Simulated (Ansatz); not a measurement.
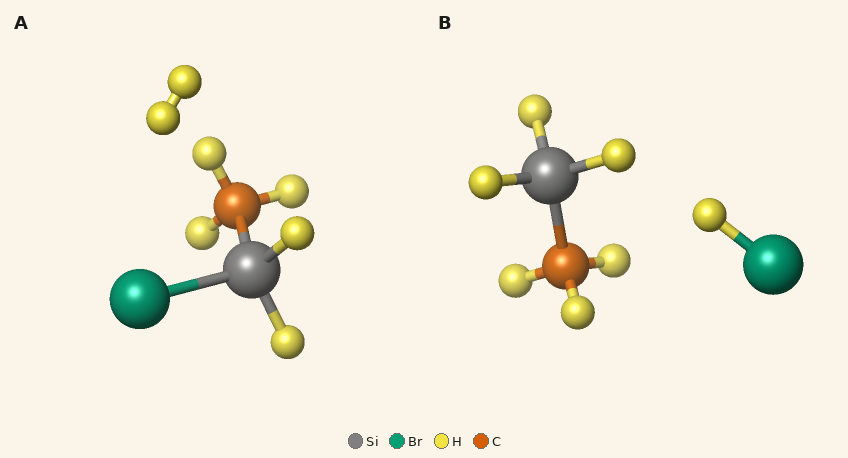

2 stationary structures of one formula. Geometries: PBE0-D4/def2-TZVP. Electronic energies: CCSD(T)/CBS (MP2 limit from def2-TZVPP and def2-QZVPP plus CCSD(T) − MP2) (Ansatz 0.2.0), without zero-point energy. Each is one conformer, not always the lowest.

### Rank them by energy, lowest first.

A is lowest (a minimum); B lies 18.5 kcal/mol above it (a minimum).

Give E(B) − E(A) in kcal/mol at these levels too: direct RPA on PBE orbitals (frozen core)/def2-TZVPP; PBE-D4/def2-SVP; ωB97M-V/def2-SVP; ωB97X-V/def2-TZVPP; B3LYP-D4/6-31G; PBE-D4/STO-3G; B2PLYP (frozen core)/def2-TZVPP; RHF-MP2 (frozen core)/def2-QZVPP.

```
                                              level  E(B) − E(A) (kcal/mol)
direct RPA on PBE orbitals (frozen core)/def2-TZVPP                   +15.8
                                    PBE-D4/def2-SVP                   +14.9
                                   ωB97M-V/def2-SVP                   +15.1
                                 ωB97X-V/def2-TZVPP                   +17.5
                                     B3LYP-D4/6-31G                   +13.6
                                      PBE-D4/STO-3G                   +19.9
                    B2PLYP (frozen core)/def2-TZVPP                   +17.1
                   RHF-MP2 (frozen core)/def2-QZVPP                   +20.2
```
